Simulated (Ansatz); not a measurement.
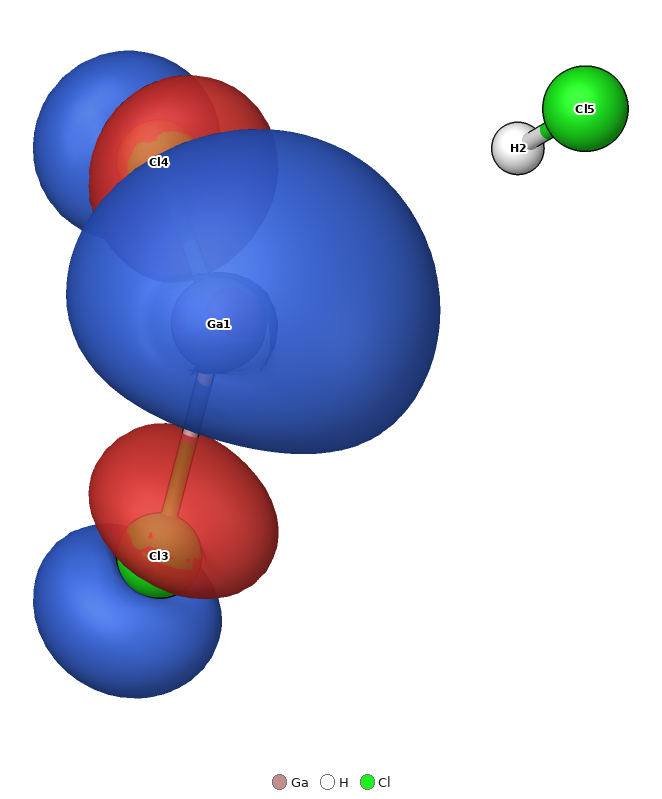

*Cl$_{2}$Ga···HCl (doublet). The HOMO (α) at ±0.1 Å⁻³ᐟ² (blue and red are the two phases), seen at an oblique angle.*

Theory: UHF/def2-SVP (Ansatz).

Input file:

```
crystal:
  periodic: [false, false, false]
  atoms:
    - { symbol: Ga, position_ang: [0.0, 0.0, -0.316085] }
    - { symbol: H, position_ang: [1.0e-06, 1.0e-06, 2.459517] }
    - { symbol: Cl, position_ang: [1.858162, 0.0, -1.427186] }
    - { symbol: Cl, position_ang: [-1.858162, 0.0, -1.427186] }
    - { symbol: Cl, position_ang: [0.0, -1.0e-06, 3.78094] }
magnetization:
  spin_polarized: true
  initial_magnetization: 1
basis:
  gaussian: { orbitals: def2-SVP }
hamiltonian:
  xc: hf
relax:
  f_tol: 0.03
  max_steps: 50
output:
  orbitals: {}
```

Command:

```sh
ansatz run input.yaml --threads 2 --pin off --max-ram 3072MiB --backend cpu --events-out ev --progress --plain --runs-dir out
```

The fields are those of the run's last geometry, not of the input's.

Question: What is the character of this orbital?

Answer: By Hirshfeld shares it lies mainly on Ga1 (about 65 %), Cl3 (about 15 %) and Cl4 (about 15 %); it is symmetric in the molecular plane (an in-plane orbital: σ, lone-pair or in-plane π type). Its energy is −9.83 eV.
